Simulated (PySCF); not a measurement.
Molecule: Ge(SH)2, H2GeS2, SMILES [SH][Ge][SH]. Atoms near the plane z = 1.5 Å, at the PBE0/def2-SVP optimised geometry (x, y, z in Å): Ge1 (-0.4, -0.4, 0.0), S2 (-0.6, 1.8, 0.0), H3 (-1.9, 1.8, 0.0), S4 (1.8, -0.4, 0.0), H5 (1.9, -1.8, 0.0).

Computed with PBE0/def2-TZVP (PySCF). The values are rescaled to run from 0 to 1.

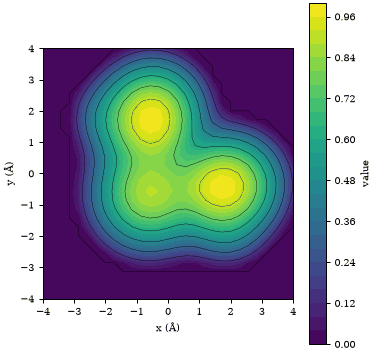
Figure. a field on the plane z = 1.5 Å.

Problem. Which quantity is mapped?
A. deformation density (molecule minus spherical neutral atoms)
B. electron localisation function
C. Laplacian of the electron density
D. log10 of the electron density

Solution. D, log10 of the electron density. In full: log10 of the electron density (e/bohr³), floored at −4.
